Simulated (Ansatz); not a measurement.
# CH4ClInO: the cost of one run

Computed with Ansatz 0.2.0, Gaussian basis. Level: the settings change from run to run.

## Step 1: The molecule

The structure was relaxed beforehand with PBE0-D4 in a triple-zeta def2 set. In takes a core potential in def2 sets; no spin-orbit term is included.

SMILES `[CH3][In]([OH])[Cl]`, 8 atoms, charge 0, spin multiplicity 1.

Atoms are counted from 1 here; the program's logs count them from 0.

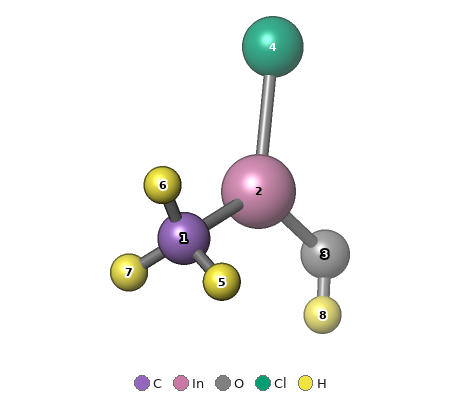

The structure; carbon purple, indium pink, oxygen grey, chlorine teal, hydrogen yellow; atoms are numbered from 1 in the order of the file.

## Step 2: wB97M-V/x2c-TZVPPall

Set apart from the defaults: finite nuclei, high accuracy.

in.yaml

```yaml
crystal:
  periodic: [false, false, false]
  atoms:
    - {symbol: C, position_ang: [-0.833041, 1.032146, -0.287220]}
    - {symbol: In, position_ang: [0.371291, -0.723100, -0.184716]}
    - {symbol: O, position_ang: [1.618191, -1.320046, 1.229958]}
    - {symbol: Cl, position_ang: [0.379756, -2.320194, -1.877445]}
    - {symbol: H, position_ang: [-0.213165, 1.913348, -0.123404]}
    - {symbol: H, position_ang: [-1.300939, 1.084189, -1.268415]}
    - {symbol: H, position_ang: [-1.601548, 0.988017, 0.484680]}
    - {symbol: H, position_ang: [1.671655, -0.711361, 1.970664]}
basis:
  gaussian: {orbitals: x2c-TZVPPall, nuclear_model: gaussian}
hamiltonian: {xc: {name: wB97M-V}}
accuracy: high
```

Launch:

```sh
> ansatz run in.yaml --threads 4 --pin off --events-out ev --progress --plain --max-ram 10444MiB
```

**Question.** How long does this run take on 4 threads of AMD EPYC 9R45, shared host, and how much memory does it need?

About 19 s, with a peak of 1.9 GiB.
